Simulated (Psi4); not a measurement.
# AlH2O (SMILES [O][AlH2]) at UCCSD/jun-cc-pV(D+d)Z (density fitting, density fitting for correlation, qc module occ)

Aim: the vertical electron affinity of AlH2O at UCCSD/jun-cc-pV(D+d)Z (density fitting, density fitting for correlation, qc module occ), from 2 runs. 

The results are computed with Psi4 1.11.

6 further runs of the same task are left out: 3 that didn't finish, 3 set aside as unsound or not needed.

### Step 1. The system as given

AlH2O has 4 atoms, charge 0, and is taken as a doublet. As SMILES, `[O][AlH2]`. The shape is that of a PBE0-D4/def2-TZVP optimisation.

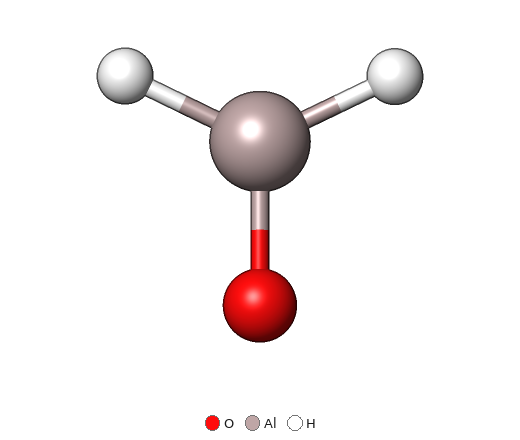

The structure, seen from a chosen angle (oxygen red, aluminium light grey, hydrogen white).

### Step 2. A single-point energy at UCCSD/jun-cc-pV(D+d)Z (density fitting, density fitting for correlation, qc module occ)

File calc.dat:

```
memory 1600 mb

molecule geom {
  0 2
  O
  Al 1 r2
  H 2 r3 1 a3
  H 2 r4 3 a4 1 d4

  r2 = 1.727343
  r3 = 1.578466
  a3 = 115.84472
  r4 = 1.578395
  a4 = 128.30893
  d4 = -179.98752
  units angstrom
  symmetry c1
}

set reference uhf
set scf_type df
set freeze_core true
set cc_type df
set qc_module occ

e_tot, wfn = energy("ccsd/jun-cc-pV(D+d)Z", return_wfn=True)
print_variables()
```

On the command line:

```
$ psi4 calc.dat calc.out -n 1
```

calc.out (excerpt; [...] marks lines left out):

```text
[...]
  Running in c1 symmetry.
[...]
  Nuclear repulsion =   43.785126945376966
[...]
  Multiplicity = 2
[...]
  Nalpha       = 12
  Nbeta        = 11
[...]
    Number of basis functions: 55
[...]
   @DF-UHF iter   1:  -317.49875954232283   -7.64986e-01   1.32284e-02 DIIS/ADIIS
[...]
   @DF-UHF iter  16:  -317.93659964085350   -1.36424e-12   7.79524e-09 DIIS
[...]
   @S^2 Observed:                7.576463233E-01
[...]
    Orbital Energies [Eh]
    ---------------------
    Alpha Occupied:
       1A    -58.499164     2A    -20.609321     3A     -4.915303
       4A     -3.230853     5A     -3.229091     6A     -3.227220
       7A     -1.334431     8A     -0.635386     9A     -0.615401
      10A     -0.540241    11A     -0.517031    12A     -0.450655
    Alpha Virtual:
      13A      0.020116    14A      0.035959    15A      0.041750
      16A      0.051046    17A      0.077270    18A      0.129317
      19A      0.146289    20A      0.213478    21A      0.236626
      22A      0.238386    23A      0.256239    24A      0.368538
      25A      0.380621    26A      0.397048    27A      0.397347
[...]
  @DF-UHF Final Energy:  -317.93659964085350
   => Energetics <=
    Nuclear Repulsion Energy =             43.7851269453769660
    One-Electron Energy =                -528.7733890171712119
    Two-Electron Energy =                 167.0516624309406950
    Total Energy =                       -317.9365996408535011
  UHF NO Occupations:
  HONO-2 :   10  A 1.9986071
  HONO-1 :   11  A 1.9984312
[...]
 Multipole Moments:
 ------------------------------------------------------------------------------------
     Multipole            Electronic (a.u.)      Nuclear  (a.u.)        Total (a.u.)
 ------------------------------------------------------------------------------------
 L = 1.  Multiply by 2.5417464519 to convert [e a0] to [Debye]
 Dipole X            :         -0.0004328            0.0002472           -0.0001857
 Dipole Y            :          0.0001401           -0.0000765            0.0000636
 Dipole Z            :         -1.0734999            1.8373113            0.7638114
 Magnitude           :                                                    0.7638114
[...]
	DF-SCS-MP2 Total Energy (a.u.)     :  -318.15091390564237
	DF-SOS-MP2 Total Energy (a.u.)     :  -318.15295227757417
	DF-SCS(N)-MP2 Total Energy (a.u.)  :  -318.01370949258330
[...]
	DF-MP2 Total Energy (a.u.)         :  -318.14683716177882
[...]
	DF-CCSD Total Energy (a.u.)        :  -318.17578474590601
[...]
```

It took 9 s on 1 thread of AMD EPYC 7B13 (Zen 3), shared host; peak memory 0.25 GiB.

### Step 3. The singlet anion at the same level

File alh2o.xyz:

```xyz
4
AlH2O
O      0.062600    -0.856300     1.401400
Al     0.011300     0.029900    -0.080400
H     -1.149600    -0.360800    -1.076000
H      1.131100     1.126800    -0.265300
```

File run.py:

```python
import psi4

psi4.set_memory(1600000000)
psi4.set_num_threads(1)
psi4.core.set_output_file('run.log', False)

with open('alh2o.xyz') as f:
    atoms = ''.join(f.readlines()[2:])
molecule = psi4.geometry('-1 1\n' + atoms + 'symmetry c1')

psi4.set_options(dict(reference='uhf', scf_type='df', freeze_core=True, cc_type='df', qc_module='occ'))

energy_value = psi4.energy("ccsd/jun-cc-pV(D+d)Z", molecule=molecule)
print('E =', round(energy_value, 9))
```

On the command line:

```
$ python run.py
```

run.log (excerpt; [...] marks lines left out):

```text
[...]
  Running in c1 symmetry.
[...]
  Nuclear repulsion =   43.785130971524083
[...]
  Multiplicity = 1
[...]
  Nalpha       = 12
  Nbeta        = 12
[...]
    Number of basis functions: 55
[...]
   @DF-UHF iter   1:  -317.68987400386118   -9.56098e-01   1.34772e-02 DIIS/ADIIS
[...]
   @DF-UHF iter  13:  -317.94858789965423   -2.44427e-12   2.36701e-09 DIIS
[...]
   @S^2 Observed:               -1.243449788E-14
[...]
  @DF-UHF Final Energy:  -317.94858789965423
   => Energetics <=
    Nuclear Repulsion Energy =             43.7851309715240831
    One-Electron Energy =                -535.4168810146841224
    Two-Electron Energy =                 173.6831621435057968
    Total Energy =                       -317.9485878996542283
  UHF NO Occupations:
  HONO-2 :   10  A 2.0000000
  HONO-1 :   11  A 2.0000000
[...]
 Multipole Moments:
 ------------------------------------------------------------------------------------
     Multipole            Electronic (a.u.)      Nuclear  (a.u.)        Total (a.u.)
 ------------------------------------------------------------------------------------
 L = 1.  Multiply by 2.5417464519 to convert [e a0] to [Debye]
 Dipole X            :          0.0053604           -0.0547747           -0.0494143
 Dipole Y            :         -0.0863244            0.9427464            0.8564220
 Dipole Z            :          0.1438889           -1.5760525           -1.4321635
 Magnitude           :                                                    1.6694289
[...]
	DF-SCS-MP2 Total Energy (a.u.)     :  -318.23955521138686
	DF-SOS-MP2 Total Energy (a.u.)     :  -318.23816461647402
	DF-SCS(N)-MP2 Total Energy (a.u.)  :  -318.07354293808686
[...]
	DF-MP2 Total Energy (a.u.)         :  -318.24233640121253
[...]
	DF-CCSD Total Energy (a.u.)        :  -318.25154020057988
[...]
```

On the terminal:

```text
E = -318.251540201
```

It took 8.7 s on 1 thread of AMD EPYC 7B13 (Zen 3), shared host; peak memory 0.25 GiB.

### Step 4. Outcome

At UCCSD/jun-cc-pV(D+d)Z (density fitting, density fitting for correlation, qc module occ), 6 core orbitals frozen:

```
                                                                 quantity          value
                                              doublet AlH2O: total energy  -318.17578 Eh
doublet AlH2O: HOMO energy (Hartree–Fock orbitals) (highest over α and β)      -12.26 eV
 doublet AlH2O: LUMO energy (Hartree–Fock orbitals) (lowest over α and β)        0.55 eV
               doublet AlH2O: correlation energy (6 core orbitals frozen)     -239.2 mEh
                         doublet AlH2O: ⟨S²⟩ of the reference determinant          0.758
                                              singlet anion: total energy  -318.25154 Eh
                       singlet anion: HOMO energy (Hartree–Fock orbitals)       -3.71 eV
                       singlet anion: LUMO energy (Hartree–Fock orbitals)        3.83 eV
     singlet anion: HOMO–LUMO gap (to an unbound level, set by the basis)        7.54 eV
               singlet anion: correlation energy (6 core orbitals frozen)     -303.0 mEh
                        vertical electron affinity (to the singlet anion)       2.061 eV
```

What this shows: At fixed nuclei the extra electron is bound by 2.06 eV (48 kcal/mol).
